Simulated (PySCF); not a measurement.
**C$_{5}$H$_{6}$FN$_{3}$O: density, localisation and related maps**

```tsv
atom	x (Å)	y (Å)	z (Å)
C	-2.4644	-0.9509	0.0744
C	-1.9765	0.4396	-0.2224
O	-2.6991	1.3686	-0.4888
C	-0.5129	0.5865	-0.1507
N	0.3333	-0.4312	0.0404
N	1.5225	0.0909	0.0465
C	2.7077	-0.6902	0.2234
N	1.5638	1.3940	-0.1235
C	0.2944	1.7403	-0.2540
F	-0.0713	2.9882	-0.4357
H	-2.2822	-1.1715	1.1244
H	-1.9057	-1.6716	-0.5160
H	-3.5280	-1.0238	-0.1331
H	2.4048	-1.7143	0.4275
H	3.2879	-0.2924	1.0557
H	3.3181	-0.6532	-0.6796
```

Geometry: GFN2-xTB.

Theory: PBE0/pcSseg-1, SCF density, gas phase, non-relativistic in PySCF 2.14.0.

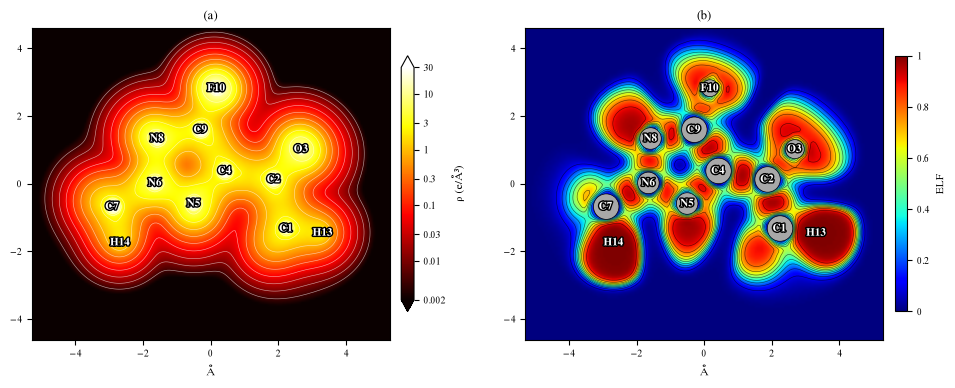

Figure 1. (a) electron density; (b) ELF on the plane of atoms C4, C9 and F10. Grey discs cover the atomic cores in the ELF map.

> Read the bonding off the picture.

- Atoms in the plane: C, O, N, F and H.
- C–O (1.21 Å): ρ at the midpoint is about 3.3 e/Å³; the ELF peaks at about 0.85 between the atoms: a multiple bond.
- N–N (1.30 Å): the density is about 2.8 e/Å³ at the midpoint; the ELF peaks at about 0.90 between the atoms; a covalent bond.
- C–F (1.31 Å): ρ is about 2.5 e/Å³ halfway; the ELF peaks at about 0.85 between the atoms; a polar covalent bond.
- C–N (1.32 Å): ρ at the midpoint is about 2.6 e/Å³; the ELF peaks at about 0.90 between the atoms (a covalent bond).
- C–C (1.41 Å): the density is about 2 e/Å³ at the midpoint; the ELF peaks at about 0.95 between the atoms (localised, covalent bonding).
- The ELF also peaks beside N5, O3, N8 and F10, away from the bonds: lone-pair regions.

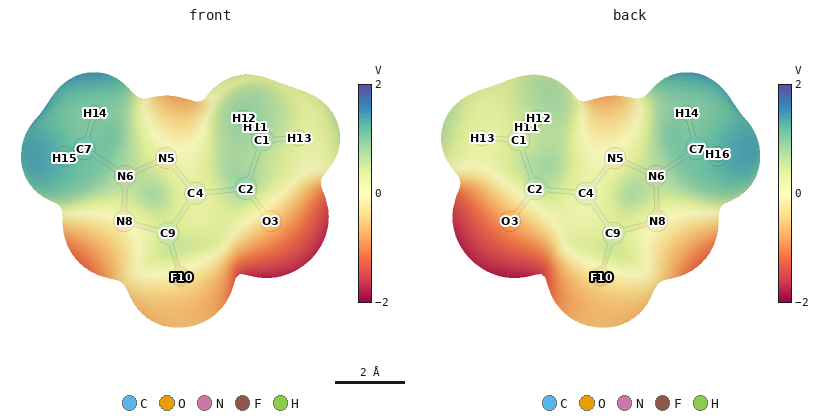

Figure 2. The molecular electrostatic potential painted on the density surface at 0.002 e/bohr³, seen from the front and from behind; the colour scale runs from red (negative) to blue (positive).

> Describe the electrostatic potential map.

The most negative region (about −1.8 V, or −42 kcal/mol for a unit charge) lies over O3, the most positive (about +1.5 V, or +35 kcal/mol for a unit charge) over C7, H14, H15 and H16. O3 is the likeliest acceptor of a hydrogen bond.

> How polar is the molecule by this calculation?

Its dipole moment is 5.12 D.
